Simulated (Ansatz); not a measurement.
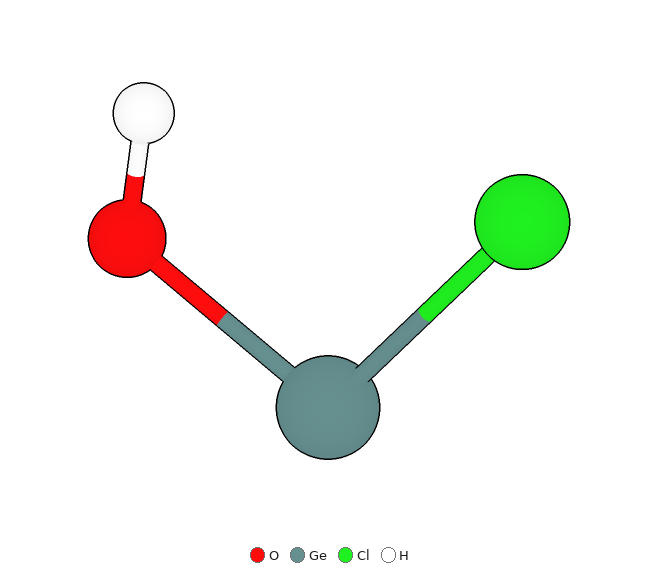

The picture shows a molecular structure as a ball-and-stick model. Every bond is drawn as one stick, whatever its order.

> Give the formula.

ClGeHO, 4 atoms: 1 chlorine, 1 germanium, 1 hydrogen and 1 oxygen.

> Give a SMILES string for it.

[OH][Ge][Cl]

The parts below concern this one geometry. Atoms keep their numbers from picture to picture. The geometry was computed by an optimisation with PBE0-D4/def2-TZVP.

**Shape**

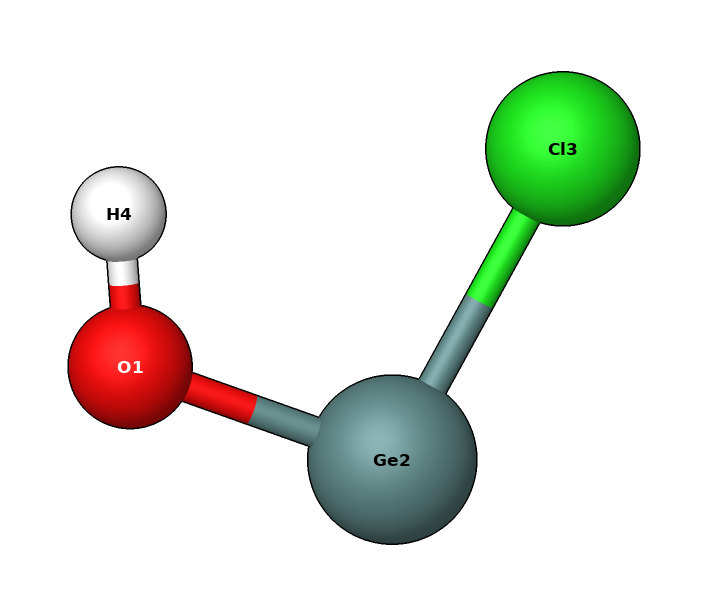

The atoms are numbered.

Give these bond angles: Ge2–O1–H4, O1–Ge2–Cl3.

```csv
angle,degrees
Ge2–O1–H4,115.0
O1–Ge2–Cl3,98.5
```

**Vibrations**

Harmonic vibrations computed with RKS PBE0-D4/def2-TZVP (Ansatz 0.2.0) at a stationary point of the same level.

> How many vibrational modes are there, and where do they lie?

6 modes: 211, 376, 500, 708, 821, 3846 cm⁻¹.

**Electronic properties**

Properties computed with RKS r2SCAN-D4/def2-TZVPP (Ansatz 0.2.0).

> Give the HOMO energy (Kohn–Sham orbital) at this level.

−7.25 eV.

> Give the dipole moment at this level.

0.72 D.

> Estimate the vertical ionisation energy.

10.34 eV.

> Estimate the LUMO energy (Kohn–Sham orbital).

−3.07 eV.

**Thermal motion**

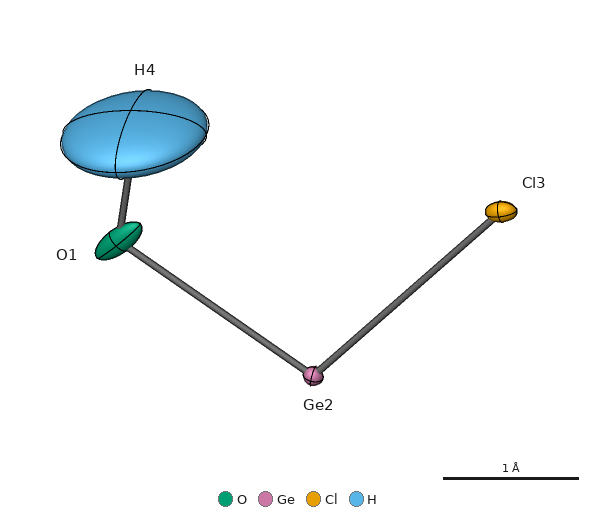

Displacement ellipsoids at the 50 % level, enlarged 1.5 times, from the internal vibrations of the free molecule (harmonic, no overall translation or rotation; no half-axis is drawn under 0.075 Å). Vibrations computed with RKS PBE0-D4/def2-TZVP (Ansatz 0.2.0). Temperature: 600 K.

> Which atom has the largest mean-square displacement?

H4, with U_eq = 0.0402 Å².

> Does H4 move more along its bond or across it?

Across it: the root-mean-square amplitude is 0.108 Å along the bond and up to 0.239 Å across, since bending and torsion are softer than stretching.

Give the displacement parameters, one line for each set of equivalent atoms.

| atom | U_eq (Å²) | rms amplitudes (Å) |
| --- | --- | --- |
| O1 | 0.0043 | 0.019, 0.041, 0.103 |
| Ge2 | 0.00040 | 0.002, 0.016, 0.031 |
| Cl3 | 0.0014 | 0.003, 0.036, 0.053 |
| H4 | 0.0402 | 0.088, 0.236, 0.239 |
